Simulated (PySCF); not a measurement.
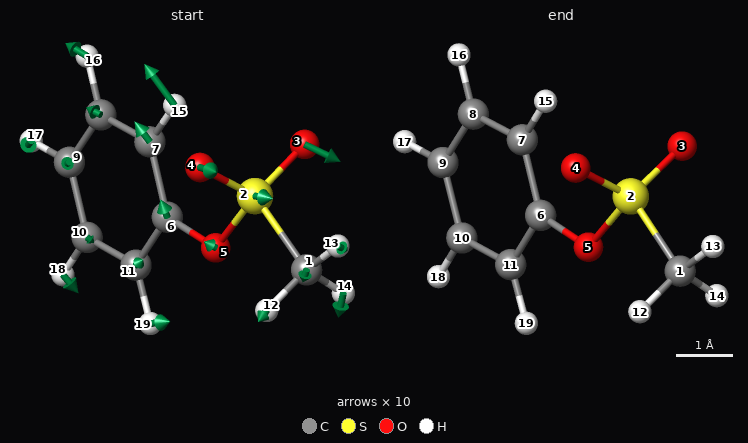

The structure of C7H8O3S before (left) and after (right) a relaxation, at one scale. The green arrows give the displacements, magnified 10 times.

The picture is a ball-and-stick view, seen from a free direction.

The start comes from GFN2-xTB.

The calculation used PySCF, PBE0-D3(BJ)/def2-SVP geometry optimisation, gas phase. 

What changed between the two?

Answer. The atom that moves furthest after the best rigid fit is H15 (0.093 Å). Largest moves by element: H 0.093 Å, O 0.072 Å, C 0.047 Å, S 0.045 Å. Some distances before and after: C1–S2 1.794 → 1.766 Å, S2–O5 1.619 → 1.645 Å, S2–O3 1.428 → 1.448 Å, C1–H12 1.081 → 1.096 Å. Bond angles that change, for instance: O3–S2–O4 118.1° → 120.5°, S2–C1–H13 107.9° → 105.8°, O5–C6–C11 117.2° → 115.1°. Over 7 geometry steps the energy falls by 11.4 kJ/mol.
